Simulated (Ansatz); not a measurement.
## Electronic structure of Ge₂P₄Pb in real space

```
Ge P Pb
1.0
    -3.29165   -0.00031   -0.08445
    -0.00191   -3.75386    0.09344
     0.29995    1.57786   11.34053
Ge P Pb
2 4 1
Direct
  0.76325 0.16070 0.22400
  0.81722 0.96106 0.83771
  0.86500 0.51244 0.97655
  0.39417 0.60514 0.11081
  0.97202 0.64298 0.42259
  0.46761 0.03167 0.41172
  0.27425 0.41833 0.64591
```

Space group P1; a structure from a database of computed crystals, not necessarily the ambient phase; started from the Nd2Sn4Rh-38 prototype, which need not be the ambient phase; changed on purpose from its base cell (shaken).

These are results of DFT, PBEsol, plane waves, PAW (Ansatz 0.2.0), not measurements.

The density is the valence pseudo-density of a PAW calculation; it isn't the true density close to the nuclei.

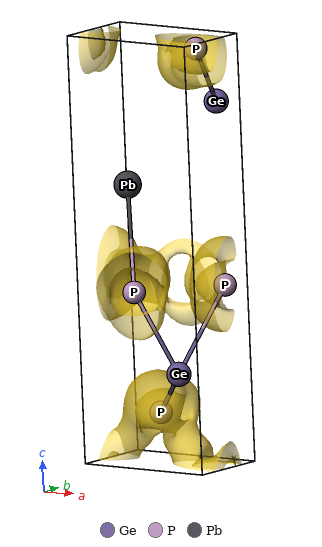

Figure 1. Isosurface of the electron localisation function at 0.7 (yellow), seen slightly off an axis. Only the valence region is drawn (cores and ρ < 0.01 e/Å³ removed). Sticks mark near contacts.

Identify the bonds, lone pairs and shells in this picture.

Answer. The ELF exceeds this value in channels that run through the cell in one direction, counted in one cell of 7 atoms. Regions shared between cells count once.


P–P (2.21 Å): the ELF peaks at about 0.85 between the atoms, as expected for localised, covalent bonding. Ge–P (2.44 Å): the ELF peaks at about 0.90 in the valence shell of P, 0.8 Å from its nucleus, and is about 0.75 at the midpoint.

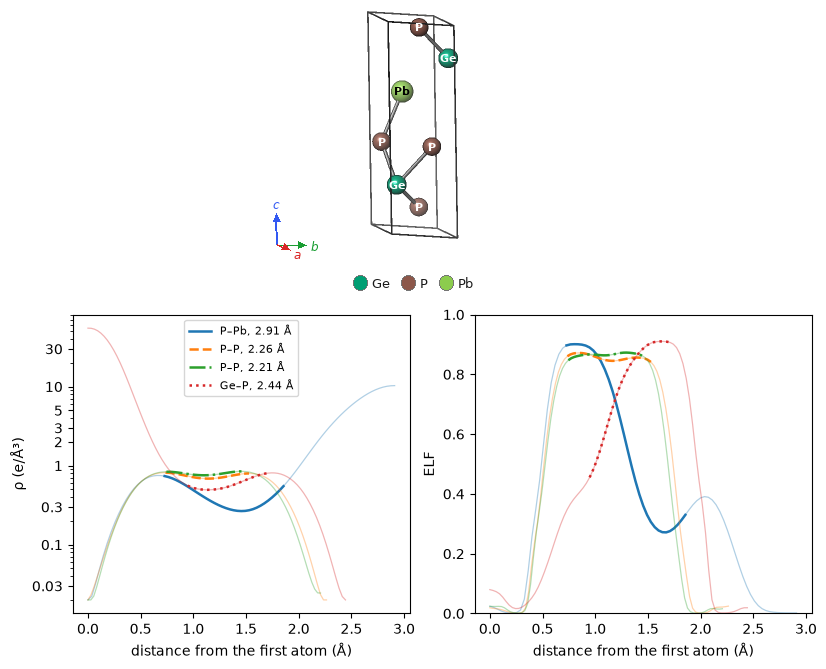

Figure 2. Valence pseudo-density and electron localisation function along straight lines between neighbouring atoms. Thin, pale parts lie inside the atomic spheres. The structure is drawn too.

What can be read from the curves?

Answer. P–Pb (2.91 Å): ρ is about 0.27 e/Å³ halfway; the ELF peaks at about 0.90 in the valence shell of P, 0.8 Å from its nucleus, and drops to about 0.25 between the two atoms.
P–P (2.26 Å): ρ is about 0.69 e/Å³ halfway; the ELF peaks at about 0.85 between the atoms (localised, covalent bonding).
P–P (2.21 Å): ρ is about 0.76 e/Å³ halfway; the ELF peaks at about 0.85 between the atoms (localised, covalent bonding).
Ge–P (2.44 Å): ρ at the midpoint is about 0.5 e/Å³; the ELF peaks at about 0.90 in the valence shell of P, 0.8 Å from its nucleus, and is about 0.75 at the midpoint.
